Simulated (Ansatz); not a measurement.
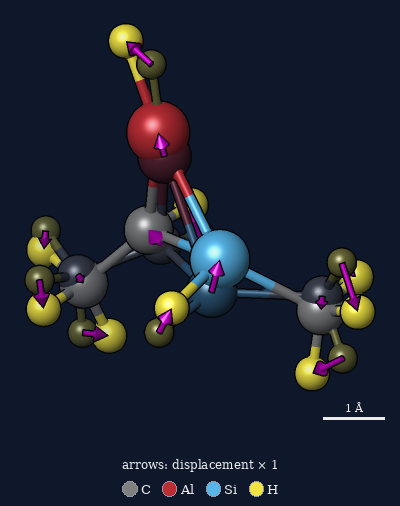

This is a relaxation of C3H9AlSi (coarse preliminary run). The starting structure is drawn faded, the final one solid; purple arrows show the displacements, at their true length. The two geometries are superimposed by the best rigid fit.

A ball-and-stick model, seen at a tilt.

The start comes from a force field.

Computed with RKS PBE-D4/def2-SVP (Ansatz).

The input:
```yaml
crystal:
  periodic: [false, false, false]
  atoms:
    - {symbol: C, position_ang: [-2.028900, 0.387000, 0.493000]}
    - {symbol: C, position_ang: [-0.694700, 0.621800, -0.122200]}
    - {symbol: Al, position_ang: [0.646800, 1.285200, 1.111500]}
    - {symbol: Si, position_ang: [0.499200, -0.851700, 0.074100]}
    - {symbol: C, position_ang: [1.778000, -1.059200, -1.214000]}
    - {symbol: H, position_ang: [-2.579700, 1.433600, 0.569400]}
    - {symbol: H, position_ang: [-2.002600, -0.035300, 1.491700]}
    - {symbol: H, position_ang: [-2.644600, -0.198500, -0.193400]}
    - {symbol: H, position_ang: [-0.680900, 1.086600, -1.096200]}
    - {symbol: H, position_ang: [1.387300, 2.379300, 2.073100]}
    - {symbol: H, position_ang: [0.231300, -1.853700, 1.168400]}
    - {symbol: H, position_ang: [1.682700, -2.020700, -1.692900]}
    - {symbol: H, position_ang: [2.715700, -0.982700, -0.710600]}
    - {symbol: H, position_ang: [1.677400, -0.220900, -1.923200]}
basis:
  gaussian: {orbitals: def2-SVP}
hamiltonian: {xc: pbe, dispersion: d4}
relax: {f_tol: 0.03, max_steps: 200}
```

Run as
```bash
ansatz run in.yaml --threads 4 --pin off --events-out ev --progress --plain --max-ram 10444MiB
```

> Atoms of which element are displaced furthest, and by how much?

Hydrogen: up to 0.86 Å, against 0.60 Å for silicon.

> Describe the change and its energy.

Over 14 accepted moves (15 points after the start) the energy falls by 101.5 kJ/mol. The largest force component goes from 2.9 to 0.0093 eV/Å. The line search rejected the trial step at point 13 of the run. The atom that moves furthest after the best rigid fit is H13 (0.86 Å). Largest moves by element: H 0.86 Å, Si 0.60 Å, Al 0.43 Å, C 0.41 Å. Near-neighbour distances that change, for instance: C1–H6 1.185 → 1.111 Å, Si4–C5 1.827 → 1.898 Å, C2–H9 1.079 → 1.130 Å, C5–H13 1.067 → 1.109 Å. Among the angles between lasting bonds that change: Al3–Si4–C5 111.5° → 138.8°, C1–C2–Al3 114.3° → 139.8°, Al3–C2–H9 114.7° → 93.3°. The run took 27 s on 4 threads of Arm Neoverse V1 (shared host).
